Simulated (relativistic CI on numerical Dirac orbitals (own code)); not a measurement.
## Run report: Zn²⁺, relativistic CI calculation

- system: Zn²⁺.
- method: Dirac-Coulomb-Breit CI, KLI orbitals optimised for each configuration, model QED (radiative potential, 1s self-energy scaled to tabulated hydrogen-like ionisation energies), valence Slater integrals scaled by 0.9, P86 correlation energy added to each configuration (relativistic CI on numerical Dirac orbitals, in-house)

Input file:
```
atom Zn  Z=30  charge=2  electrons=28
nucleus A=64  rms_radius_fm=3.9283
hamiltonian dirac-coulomb  breit=on  qed=on  c_scale=1
orbitals kli  potential=per-configuration
slater_scale 0.9
correlation p86
mixing on
configurations
  [Ar] 3d10
  [Ar] 3d8 4s2
  [Ar] 3d9 4s
  [Ar] 3d9 4p
  [Ar] 3d9 4d
  [Ar] 3d8 4s 4p
  [Ar] 3d9 4f
end
```

Hardware: 1 CPU thread, shared host.

The run was one of a batch that the task file lists, launched with:
```bash
python <driver script> task.json out
```

The program writes its results to a structured record and prints no log; tables and figures of this report are taken from that record.

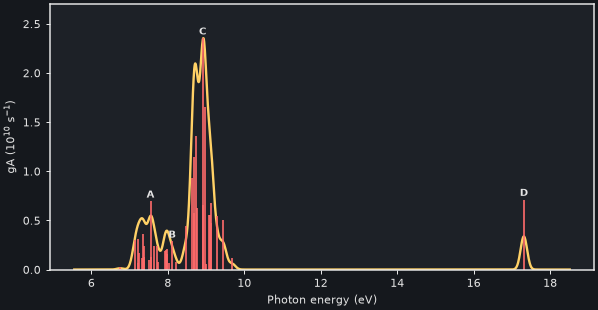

Fig. 1: The stronger electric dipole lines (weighted rates gA) for Zn²⁺ (zinc, Z = 30). The envelope is a Gaussian of full width 0.2 eV, scaled to the tallest stick. A: 3d⁹ 4p ³F°₄ → 3d⁹ 4s ³D₃, 7.549 eV, gA = 6.9×10⁹ s⁻¹; B: 3d⁹ 4p ³D°₃ → 3d⁹ 4s ³D₃, 8.118 eV, gA = 2.9×10⁹ s⁻¹; C: 3d⁹ 4d ³G₅ → 3d⁹ 4p ³F°₄, 8.907 eV, gA = 2.4×10¹⁰ s⁻¹; D: 3d⁹ 4p ¹P°₁ → 3d¹⁰ ¹S₀, 17.31 eV, gA = 7.1×10⁹ s⁻¹. The strongest, C, lies in the vacuum ultraviolet region.

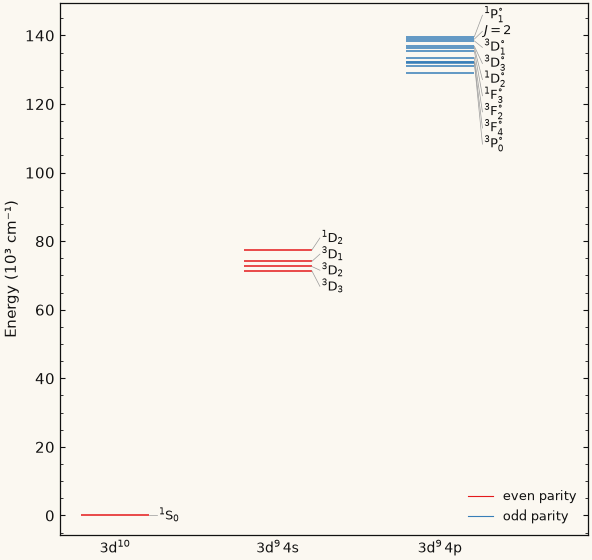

Fig. 2: Level diagram of Zn²⁺. The lowest level is 3d¹⁰ ¹S₀. The first excited level, 3d⁹ 4s ³D₃, lies at 71,400 cm⁻¹. The lowest level of opposite parity, 3d⁹ 4p ³P°₂, is at 129,000 cm⁻¹. The levels are close to LS coupling (mean leading weight 88 % in LS and 73 % in jj).

```tsv
Configuration	Level	E (cm⁻¹)
3d¹⁰	¹S₀	0
3d⁹ 4s	³D₃	71,400
3d⁹ 4s	³D₂	72,630
3d⁹ 4s	³D₁	74,090
3d⁹ 4s	¹D₂	77,390
3d⁹ 4p	³P°₂	128,900
3d⁹ 4p	³P°₁	131,000
3d⁹ 4p	[(3d₅/₂)⁵ 4p₁/₂] J = 3	131,900
3d⁹ 4p	³P°₀	132,300
3d⁹ 4p	³F°₄	132,300
3d⁹ 4p	³F°₂	133,500
3d⁹ 4p	¹F°₃	135,600
3d⁹ 4p	¹D°₂	136,500
3d⁹ 4p	³D°₃	136,900
3d⁹ 4p	³D°₁	138,400
3d⁹ 4p	[(3d₃/₂)³ 4p₃/₂] J = 2	138,900
3d⁹ 4p	¹P°₁	139,600
```

Key numbers:

- outcome: converged
- lowest level: 3d¹⁰ ¹S₀
- first excited level: 3d⁹ 4s ³D₃, 71,402 cm⁻¹
- levels computed: 154
- SCF iterations: 72
- wall time: 0.6 s

Notes:

To bear in mind: near-neutral ion: configurations can be misplaced by up to about 10000 cm⁻¹, over 20000 where the f count changes; rates and lifetimes follow the computed energies and can be off by orders of magnitude; term splittings are 10 to 25 % too wide when unscaled; the fine structure of a weakly bound d or f electron outside closed shells is too small or inverted; only lines among the lowest 40 of 154 levels are drawn.
